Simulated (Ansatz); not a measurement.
**SnH3F (SMILES [F][SnH3]): r2SCAN/STO-3G**

Aim: the energy change on altering one bond length of SnH3F at r2SCAN/STO-3G, from 2 runs. 

Program for the calculation: Ansatz 0.2.0.

64 further runs of the same task are left out: 12 that didn't finish, 52 set aside as unsound or not needed.

**1. Starting point**

SnH3F has 5 atoms, charge 0, and is taken as a singlet. As SMILES, `[F][SnH3]`. The shape is that of a PBE0-D4/def2-TZVP optimisation.

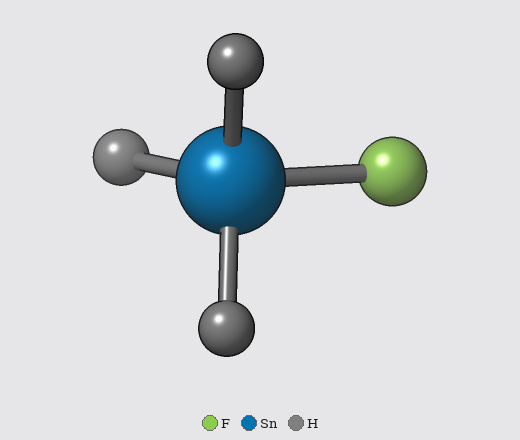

Viewed from a chosen angle; fluorine green, tin blue, hydrogen grey.

**2. The energy at r2SCAN/STO-3G**

Contents of input.yaml:

```yaml
crystal:
  periodic: [false, false, false]
  atoms:
    - {symbol: F, position_ang: [-1.285000, 0.718300, 1.005000]}
    - {symbol: Sn, position_ang: [0.100400, -0.065900, -0.079000]}
    - {symbol: H, position_ang: [-0.528400, -0.054800, -1.659100]}
    - {symbol: H, position_ang: [0.318900, -1.626500, 0.560600]}
    - {symbol: H, position_ang: [1.444100, 0.955200, 0.131000]}
basis:
  gaussian:
    orbitals: STO-3G
hamiltonian:
  xc: r2scan
accuracy: high
```

On the command line:

```bash
$ ansatz run input.yaml --threads 1 --pin off --max-ram 2610MiB --events-out events.jsonl --progress --plain --runs-dir runs
```

The log of the run:

```text
Warning: RAYON_NUM_THREADS=1 ignored (pool sized by the plan → 1); use --threads N
Functional definition: r2SCAN
  name "r2SCAN"
  parameter k0 = 0.174
  parameter k1 = 0.065
  parameter a1 = 4.9479
  exchange = r2scan_x(k0 = k0, k1 = k1, a1 = a1)
  correlation = r2scan_c
640 factors; integrals over basis functions are off by at most 4.9e-9 eV
mean field evaluation 1: about -165054.1381 eV, gradient 1.6e1 eV
mean field evaluation 2: about -165052.3187 eV, gradient 2.9e1 eV
mean field evaluation 4: about -165055.3302 eV, gradient 7.9e-1 eV
mean field evaluation 8: about -165055.2534 eV, gradient 2.7e-3 eV
mean field -165055.25336640 eV, -6065.6686827461 hartree, gradient 6.6e-8 eV, S^2 0.000000; 0 other end points of the search recorded, 0 dependent functions left out
reference -165055.25336677 eV, -6065.6686827598 hartree; 31, 31 occupied and 4, 4 virtual orbitals, 640 factors
Total energy: -165055.25336677 eV, -6065.6686827598 hartree
```

Run time: 3.6 s. Hardware: 1 thread of Arm Neoverse V2, shared host; peak memory 0.15 GiB.

**3. The distorted shape**

Contents of molecule.yaml:

```yaml
basis:
  gaussian:
    orbitals: STO-3G
crystal:
  periodic: [false, false, false]
  atoms:
    - {symbol: F, position_ang: [-1.339619, 1.108407, 0.845117]}
    - {symbol: Sn, position_ang: [0.045781, 0.324207, -0.238883]}
    - {symbol: H, position_ang: [-0.583019, 0.335307, -1.818983]}
    - {symbol: H, position_ang: [0.318900, -1.626500, 0.560600]}
    - {symbol: H, position_ang: [1.389481, 1.345307, -0.028883]}
hamiltonian:
  xc: {name: r2SCAN}
accuracy: high
```

On the command line:

```bash
$ ansatz run molecule.yaml --threads 1 --pin off --max-ram 2610MiB --events-out events.jsonl --progress --plain --runs-dir runs
```

The log of the run, shortened:

```text
Warning: RAYON_NUM_THREADS=1 ignored (pool sized by the plan → 1); use --threads N
[... 7 set-up lines as earlier in the session ...]
640 factors; integrals over basis functions are off by at most 4.8e-9 eV
mean field evaluation 1: about -165052.7586 eV, gradient 1.6e1 eV
mean field evaluation 2: about -165050.5117 eV, gradient 3.2e1 eV
mean field evaluation 4: about -165054.1337 eV, gradient 1.7e0 eV
mean field evaluation 8: about -165054.0542 eV, gradient 1.5e-1 eV
mean field evaluation 16: about -165054.0543 eV, gradient 3.5e-8 eV
mean field -165054.05429484 eV, -6065.6246176791 hartree, gradient 5.0e-8 eV, S^2 0.000000; 0 other end points of the search recorded, 0 dependent functions left out
reference -165054.05429522 eV, -6065.6246176932 hartree; 31, 31 occupied and 4, 4 virtual orbitals, 640 factors
Total energy: -165054.05429522 eV, -6065.6246176932 hartree
```

Wall time 3.6 s (1 thread of Arm Neoverse V2, shared host); peak memory 0.15 GiB.

**4. Outcome**

Level: r2SCAN/STO-3G.

| quantity | value |
| --- | --- |
| first shape: total energy | -6065.66868 Eh |
| distorted shape: total energy | -6065.62462 Eh |
| energy change with the Sn2–H4 bond stretched from 1.701 to 2.126 Å | 1.199 eV |

With the Sn2–H4 bond stretched from 1.701 to 2.126 Å the energy rises by 1.20 eV (28 kcal/mol). The first shape isn't relaxed at this level, so the change isn't measured from a minimum. The minimal basis adds a large error of its own. Relativity is left out (first shape) although the molecule holds a heavy atom. Relativity is left out (distorted shape) although the molecule holds a heavy atom.
